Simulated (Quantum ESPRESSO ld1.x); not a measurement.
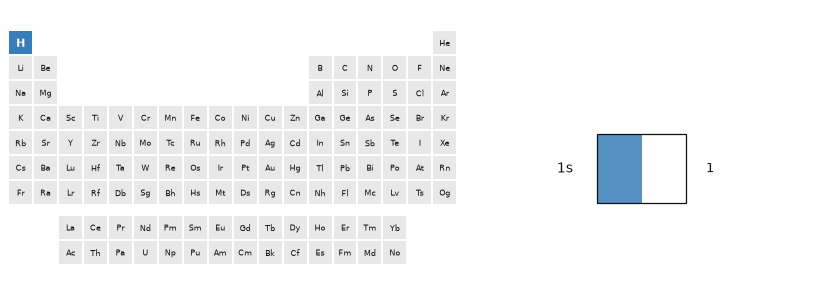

Left, the place of hydrogen in the periodic table; right, the outer shells as the input fills them: a box for each of the 2l + 1 orbitals, shaded by the share of the shell that is filled, with the electron count at the right.

**H: atomic calculation**

- system: a free H atom in the configuration 1s1.
- method: scalar-relativistic Kohn-Sham, LDA (Slater exchange, VWN5 correlation), spin-unpolarised, spherical densities, point nucleus (Quantum ESPRESSO ld1.x 7.5)

### Input file
```
 &input
    atom='H',
    iswitch=1,
    rel=1,
    dft='SLA-VWN',
    config='1s1',
    verbosity='high',
    prefix='ld1',
    max_out_wfc=37,
    file_charge='ld1.rho',
 /
```

Hardware: 1 CPU thread, shared host.

### Log
```
     Program LD1 v.7.5 starts

     --------------------------- All-electron run ----------------------------

     scalar relativistic calculation

     atomic number is  1.00
     dft =SLA-VWN   lsd =0 sic =0 latt =0  beta=0.20 tr2=1.0E-14
     Exchange-correlation= SLA-VWN
                           (   1   2   0   0   0   0   0)
     mesh =1577 r(mesh) = 100.28338 a.u. xmin = -8.00 dx = 0.00800
     1 Ry =  13.60569312 eV, c = 137.03599908

     n l     nl                  e(Ry)          e(Ha)          e(eV)
     1 0     1S 1( 1.00)      -0.466945773      -0.233472887     -6.3531209

     final scf error:  6.2E-15 reached in  17 iterations

     Etot =      -0.891352 Ry,      -0.445676 Ha,     -12.127457 eV

     Ekin =       0.850085 Ry,       0.425042 Ha,      11.565991 eV
     Encl =      -1.842041 Ry,      -0.921021 Ha,     -25.062248 eV
     Eh   =       0.565663 Ry,       0.282831 Ha,       7.696236 eV
     Exc  =      -0.465058 Ry,      -0.232529 Ha,      -6.327436 eV

     normalization and overlap integrals

     s(1S/1S) =  1.000000  <r> =   1.6731  <r2> =    3.8155  r(max) =   1.0576

     ------------------------ End of All-electron run ------------------------
```

### Orbitals

| orbital | occupation | energy (eV) | ⟨r⟩ (bohr) | outer maximum (bohr) |
| --- | --- | --- | --- | --- |
| 1s | 1 | −6.353 | 1.673 | 1.06 |

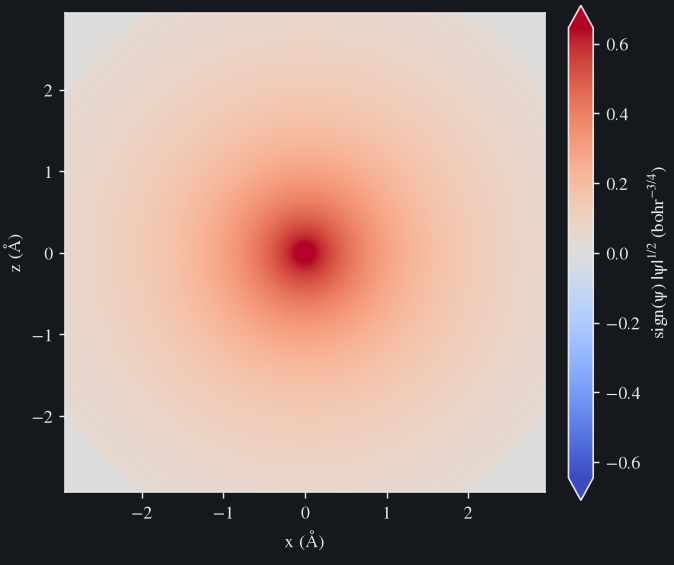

The 1s orbital. In the xz plane through the nucleus, the colour gives the signed square root of ψ. (1 bohr = 0.529 Å.) The radial function comes from the spherical calculation and is multiplied by a real spherical harmonic; the overall sign is chosen so that the largest lobe of P(r) is positive; at the scalar-relativistic level it is the large component. It has no angular node and no radial node. The maximum of P² lies at 1.06 bohr, ⟨r⟩ = 1.67 bohr, 90 % of the charge lies within 3.01 bohr, and the eigenvalue is −6.35 eV, with 1 electron in the shell.

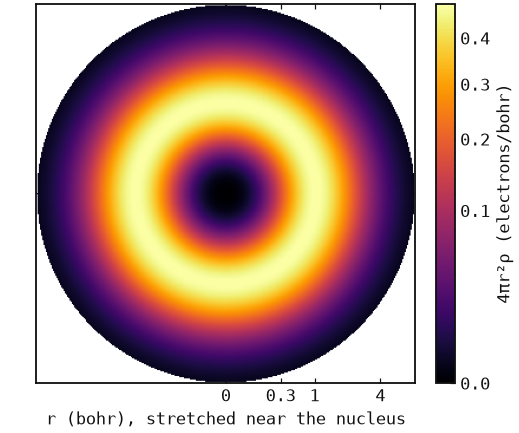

The radial density 4πr²ρ as a disc about the nucleus, with the radius drawn as r to the power 0.4. There is one bright ring, at r = 1.06 bohr.

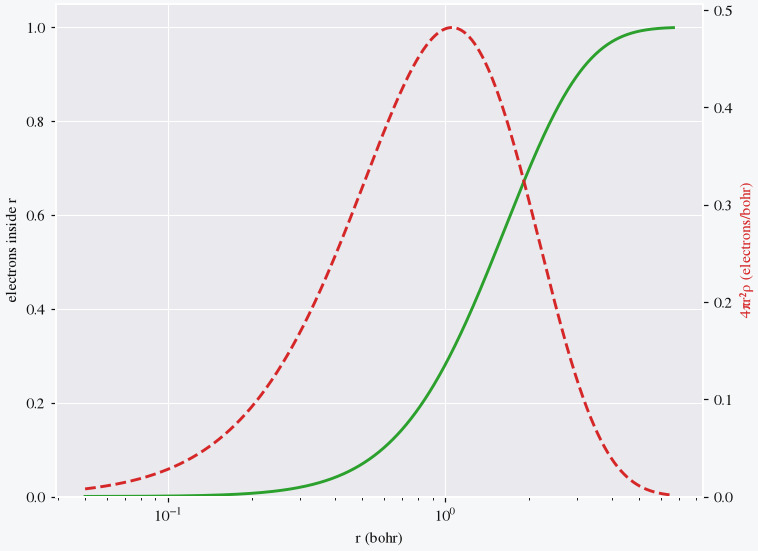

The number of electrons inside radius r (solid) and the radial density 4πr²ρ (dashed). The count levels off at 1 electrons. Half of them lie within 1.47 bohr, 90 % within 3.02 bohr and 99 % within 4.88 bohr. The radial density has a single maximum, so no shell boundary shows.

### Summary

- outcome: converged
- total energy: −0.445676 hartree
- kinetic energy: 0.425042 hartree
- electron–nucleus energy: −0.921021 hartree
- Hartree energy: 0.282832 hartree
- exchange–correlation energy: −0.232529 hartree
- radius at density 0.001 e/bohr³: 3.03 bohr
- SCF iterations: 17
- wall time: 0.54 s
